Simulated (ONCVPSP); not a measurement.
## Run report: Zr, pseudopotential generation

Zirconium (Zr, Z = 40), core [Ar] 3d10, reference valence 4s2 4p6 4d2 5s2, valence charge 12. Computed at this level: ONCV potential, LDA (Perdew-Zunger), scalar-relativistic, made with ONCVPSP 4.0.1.

## The input
```
# ATOM AND REFERENCE CONFIGURATION
# atsym  z   nc   nv     iexc    psfile
  Zr 40.00    6    4        3      upf
#
#   n    l    f
    1    0    2.00
    2    0    2.00
    2    1    6.00
    3    0    2.00
    3    1    6.00
    3    2   10.00
    4    0    2.00
    4    1    6.00
    4    2    2.00
    5    0    2.00
#
# PSEUDOPOTENTIAL AND OPTIMIZATION
# lmax
    2
#
#   l,   rc,      ep,       ncon, nbas, qcut
    0    1.90    0.00    4    7    5.90
    1    1.65    0.00    4    8    7.40
    2    2.55    0.00    4    9    7.10
#
# LOCAL POTENTIAL
# lloc, lpopt,  rc(5),   dvloc0
    4    4    1.40    0.00
#
# VANDERBILT-KLEINMAN-BYLANDER PROJECTORs
# l, nproj, debl
    0    2    3.40
    1    2    2.80
    2    1    1.20
#
# MODEL CORE CHARGE
# icmod, fcfact, rcfact
    0    0.00    0.00
#
# LOG DERIVATIVE ANALYSIS
# epsh1, epsh2, depsh
   -4.00    5.00    0.02
#
# OUTPUT GRID
# rlmax, drl
    6.00    0.01
#
# TEST CONFIGURATIONS
# ncnf
    4
# nvcnf
#   n    l    f
    4
    4    0    2.00
    4    1    6.00
    4    2    2.00
    5    0    1.00
#
    4
    4    0    2.00
    4    1    6.00
    4    2    2.00
    5    0    0.00
#
    4
    4    0    2.00
    4    1    6.00
    4    2    1.00
    5    0    0.00
#
    4
    4    0    1.00
    4    1    6.00
    4    2    2.00
    5    0    2.00
#
```

Hardware: 1 CPU thread, shared host.

Command:
```bash
oncvpsp.x < Zr.dat > Zr.out
```

## The program's output (extracts)
```
ONCVPSP  (Optimized Norm-Conservinng Vanderbilt PSeudopotential)
scalar-relativistic version 4.0.1

#   n    l    f        energy (Ha)
    1    0    2.00    -6.5410611E+02
    2    0    2.00    -9.0653399E+01
    2    1    6.00    -8.0905806E+01
    3    0    2.00    -1.4833408E+01
    3    1    6.00    -1.1658343E+01
    3    2   10.00    -6.4291576E+00
    4    0    2.00    -2.0032793E+00
    4    1    6.00    -1.1943672E+00
    4    2    2.00    -1.3732378E-01
    5    0    2.00    -1.6887779E-01

Reference configufation results
  iterations    24
  all-electron total energy (Ha)   -3.59459654D+03

Begin loop to  construct optimized pseudo wave functions
and semi-local pseudopoentials for all angular momenta

Calculating optimized projector #   1

 for l=   0

    Fraction of norm inside rc  0.934663
    Optimizing pswf for qcut=   5.89 a_B^-1,  ecut=  17.36 Ha
    Residual kinetic energy error=  2.23D-05 Ha

    Energy error per electron        Cutoff
         Ha          eV             Ha
         0.01000     0.27211        9.46
         0.00100     0.02721       13.08
         0.00010     0.00272       15.83
         0.00001     0.00027       24.05

Calculating optimized projector #   2

 for l=   0

    Fraction of norm inside rc  0.055347
    Optimizing pswf for qcut=   5.89 a_B^-1,  ecut=  17.36 Ha
    Residual kinetic energy error=  2.20D-05 Ha

    Energy error per electron        Cutoff
         Ha          eV             Ha
         0.01000     0.27211        4.60
         0.00100     0.02721       12.00
         0.00010     0.00272       15.47
         0.00001     0.00027       21.81

   Wellstate for l =  1  n =  6
     eigenvalue =   1.6056
     asymptotic potential =   2.1056
     half-point radius =  3.7391

Calculating optimized projector #   1

 for l=   1

    Fraction of norm inside rc  0.746089
    Optimizing pswf for qcut=   7.41 a_B^-1,  ecut=  27.47 Ha
    Residual kinetic energy error=  9.63D-06 Ha

    Energy error per electron        Cutoff
         Ha          eV             Ha
         0.01000     0.27211        7.70
         0.00100     0.02721       18.74
         0.00010     0.00272       23.35
         0.00001     0.00027       27.63

Calculating optimized projector #   2

 for l=   1

    Fraction of norm inside rc  0.076254
    Optimizing pswf for qcut=   7.41 a_B^-1,  ecut=  27.47 Ha
    Residual kinetic energy error=  2.47D-05 Ha

    Energy error per electron        Cutoff
         Ha          eV             Ha
         0.01000     0.27211        7.68
         0.00100     0.02721       19.17
         0.00010     0.00272       24.59
         0.00001     0.00027       36.55

Calculating optimized projector #   1

 for l=   2

    Fraction of norm inside rc  0.672488
    Optimizing pswf for qcut=   7.10 a_B^-1,  ecut=  25.22 Ha
    Residual kinetic energy error=  2.06D-09 Ha

    Energy error per electron        Cutoff
         Ha          eV             Ha
         0.01000     0.27211        9.95
         0.00100     0.02721       13.40
         0.00010     0.00272       16.42
         0.00001     0.00027       18.86

Construct Vanderbilt / Kleinmman-Bylander projectors

B matrix Hermiticity error, ll=   0
   1   2    1.4014E-04

  Orthonormal projector coefficients  5.9033E+00  1.1942E+00

B matrix Hermiticity error, ll=   1
   1   2   -2.7671E-04

  Orthonormal projector coefficients  4.0145E+00  7.0186E-01

Pseudoatom total energy  -47.038769

Diagnostic tests using Vanderbilt-Kleinman-Bylander pseudopotentials
  1 or more projectors used as specified by nproj input data

   l    rcore       rmatch      e in        delta e   norm test  slope test

   0   1.9049411   1.9627792  -2.0032793   0.0000008   1.0001194   1.0001149
   0   1.9049411   1.9627792  -0.1688778   0.0000023   1.0000303   1.0000253

   1   1.6501750   1.7002779  -1.1943672  -0.0000061   1.0000928   1.0001089
   1   1.6501750   1.7002779   1.6056328   0.0000350   1.0003050   1.0003050

   2   2.5537748   2.6313130  -0.1373238  -0.0000002   0.9999999   1.0000031

 Testing for bound ghosts
   n   l    E NL Schr. Eq   E Basis Diag.   E Cutoff

   1   0       -2.003279       -2.003278     52.39
   2   0       -0.168875       -0.121686     52.39

   2   1       -1.194373       -1.194254    111.21

   3   2       -0.137324       -0.136250     52.81

 Testing for highly-localized positive-energy ghosts
       l    <radius>/rc     E Basis Diag.   E Cutoff

Test configuration 0

   n   l     f        eae           eps        diff
   1   0  2.0000 -654.10611304
   2   0  2.0000  -90.65339937
   2   1  6.0000  -80.90580643
   3   0  2.0000  -14.83340808
   3   1  6.0000  -11.65834267
   3   2 10.0000   -6.42915755
   4   0  2.0000   -2.00327929   -2.00327850    7.88D-07
   4   1  6.0000   -1.19436720   -1.19437335   -6.15D-06
   4   2  2.0000   -0.13732378   -0.13732402   -2.32D-07
   5   0  2.0000   -0.16887779   -0.16887546    2.33D-06

    Total energies and differences
      AE_ref= -3.59459654D+03  AE_tst= -3.59459654D+03  dif=  0.00D+00
      PS_ref= -4.70387689D+01  PS_tst= -4.70387689D+01  dif= -7.11D-15
      PSP excitation error=  7.11D-15

Test configuration 1

   n   l     f        eae           eps        diff
   1   0  2.0000 -654.35713311
   2   0  2.0000  -90.90215356
   2   1  6.0000  -81.15472291
   3   0  2.0000  -15.08236324
   3   1  6.0000  -11.90727583
   3   2 10.0000   -6.67792769
   4   0  2.0000   -2.25158817   -2.25221175   -6.24D-04
   4   1  6.0000   -1.44248168   -1.44277285   -2.91D-04
   4   2  2.0000   -0.37439434   -0.37440970   -1.54D-05
   5   0  1.0000   -0.37570470   -0.37573562   -3.09D-05

    Total energies and differences
      AE_ref= -3.59459654D+03  AE_tst= -3.59432637D+03  dif=  2.70D-01
      PS_ref= -4.70387689D+01  PS_tst= -4.67685476D+01  dif=  2.70D-01
      PSP excitation error= -4.52D-05

Test configuration 2

   n   l     f        eae           eps        diff
   1   0  2.0000 -654.65104200
   2   0  2.0000  -91.19296105
   2   1  6.0000  -81.44574634
   3   0  2.0000  -15.37306630
   3   1  6.0000  -12.19793861
   3   2 10.0000   -6.96838580
   4   0  2.0000   -2.53954325   -2.54114623   -1.60D-03
   4   1  6.0000   -1.72921300   -1.72996230   -7.49D-04
   4   2  2.0000   -0.64359457   -0.64366326   -6.87D-05

    Total energies and differences
      AE_ref= -3.59459654D+03  AE_tst= -3.59383975D+03  dif=  7.57D-01
      PS_ref= -4.70387689D+01  PS_tst= -4.62817966D+01  dif=  7.57D-01
      PSP excitation error= -1.82D-04

Test configuration 3

   n   l     f        eae           eps        diff
   1   0  2.0000 -655.13334142
   2   0  2.0000  -91.68283344
   2   1  6.0000  -81.93501291
   3   0  2.0000  -15.85710131
   3   1  6.0000  -12.68190747
   3   2 10.0000   -7.45313052
   4   0  2.0000   -3.00013977   -3.00043070   -2.91D-04
   4   1  6.0000   -2.17886579   -2.17846175    4.04D-04
   4   2  1.0000   -1.04287269   -1.04211954    7.53D-04

    Total energies and differences
      AE_ref= -3.59459654D+03  AE_tst= -3.59300111D+03  dif=  1.60D+00
      PS_ref= -4.70387689D+01  PS_tst= -4.54433981D+01  dif=  1.60D+00
      PSP excitation error=  5.60D-05

Test configuration 4

   n   l     f        eae           eps        diff
   1   0  2.0000 -654.67495684
   2   0  2.0000  -91.20471193
   2   1  6.0000  -81.45831370
   3   0  2.0000  -15.37660959
   3   1  6.0000  -12.20103946
   3   2 10.0000   -6.97072004
   4   0  1.0000   -2.46434109   -2.47463979   -1.03D-02
   4   1  6.0000   -1.63550004   -1.63915007   -3.65D-03
   4   2  2.0000   -0.50113852   -0.49991208    1.23D-03
   5   0  2.0000   -0.42710141   -0.42779706   -6.96D-04

    Total energies and differences
      AE_ref= -3.59459654D+03  AE_tst= -3.59237063D+03  dif=  2.23D+00
      PS_ref= -4.70387689D+01  PS_tst= -4.48073236D+01  dif=  2.23D+00
      PSP excitation error= -5.54D-03
```

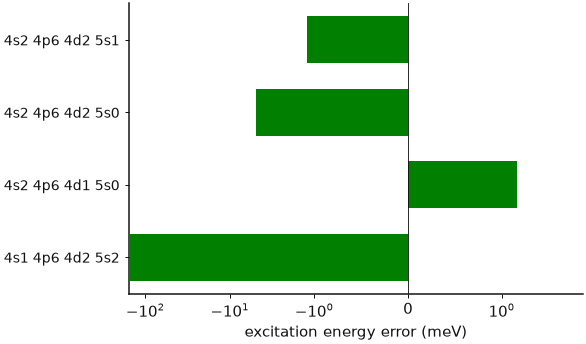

Fig. 1: Errors, all-electron minus pseudo, of the energies of valence configurations relative to the unpolarised reference 4s2 4p6 4d2 5s2.

- Worst configuration: 4s1 4p6 4d2 5s2 (charge +1): the error is -151 meV on an all-electron energy of +60.57 eV relative to the reference, or 0.25 %.
- Errors in meV: 4s2 4p6 4d2 5s1: -1.2; 4s2 4p6 4d2 5s0: -5.0; 4s2 4p6 4d1 5s0: +1.5; 4s1 4p6 4d2 5s2: -151.
- Configurations within 10 meV and within 50 meV: 3 and 3 of 4.

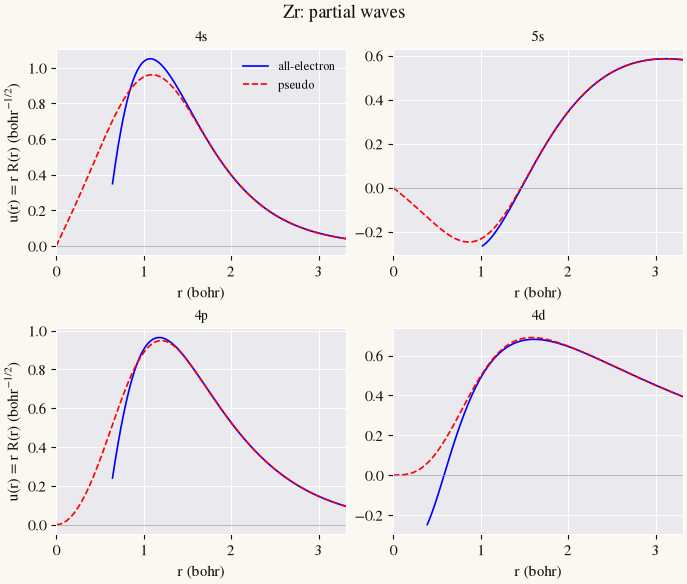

Fig. 2: Partial waves u(r) = r R(r), all-electron (solid) and pseudo (dashed). The innermost oscillations of some all-electron curves aren't drawn. Reference configuration 4s2 4p6 4d2 5s2.

- Matching radii: 4s at 1.90 bohr; 5s at 1.90 bohr; 4p at 1.65 bohr; 4d at 2.55 bohr. The curves merge smoothly, so the plot gives these only roughly.
- Nodes of the pseudo-waves: 4s has no node; 5s has a node at about 1.5 bohr; 4p has no node; 4d has no node. A node in 5s is expected, since a lower shell of the same l is also in the valence and the two must stay orthogonal.

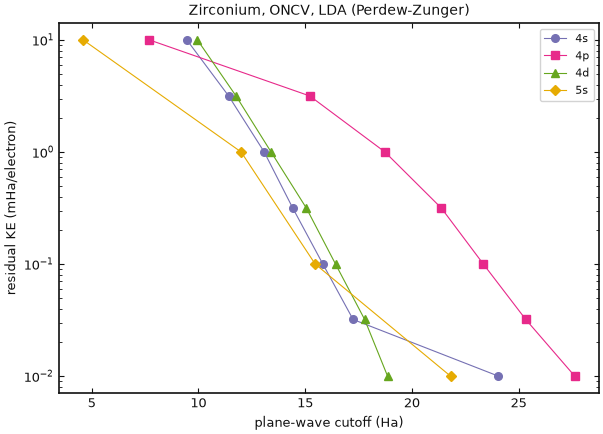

Fig. 3: Residual kinetic energy of the pseudo-waves (the first of each channel, and further valence shells) beyond the plane-wave cutoff, as the generator prints it.

- Cutoffs for 1 mHa per electron: 4p: 19 Ha; 4d: 13 Ha; 4s: 13 Ha; 5s: 12 Ha.
- Hardest wave at 1 mHa per electron: 4p, with rc = 1.65 bohr and qcut = 7.4 1/bohr. The optimisation minimises, but can't always remove, the kinetic energy above qcut²/2 = 27.4 Ha, and a larger rc would as a rule soften the wave at some cost in transferability.
- Cutoffs for the occupied states: 19 Ha for 1 mHa and 23 Ha for 0.1 mHa per electron. The first is set by 4p.

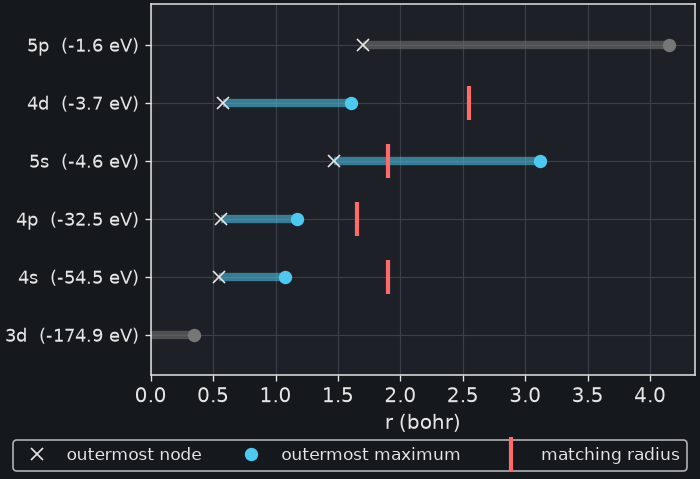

Fig. 4: Outer shells of the all-electron reference atom: each bar runs from the outermost node (or the nucleus) to the outermost maximum of u(r); the tick is the radius chosen for the pseudo-wave. Shells without a tick have no pseudo-wave of their own. Levels, nodes and maxima are from ld1.x, scalar-relativistic.

- Radii against the shells: 4s: 1.90 bohr, outside the maximum; 4p: 1.65 bohr, outside the maximum; 5s: 1.90 bohr, between node and maximum; 4d: 2.55 bohr, outside the maximum.

## Key numbers

- outcome: generated
- cutoffs needed: 19 Ha and 23 Ha (the cutoffs at which the residual kinetic energy of the hardest occupied pseudo-wave falls to 1 and 0.1 mHa per electron)
- ghost test: no bound ghost flagged; no localised positive-energy state flagged
- largest excitation error: -151 meV (all-electron minus pseudo) for 4s1 4p6 4d2 5s2, out of 4 test configurations
- range over which the phases arctan(r R′/R) at the test radius agree within 0.05 rad (a looser test near the poles than one of phase shifts): s: over the whole range computed; p: over the whole range computed; d: up to about 1.3 Ha; f: not judged, local potential alone
- wall time: 3.9 s
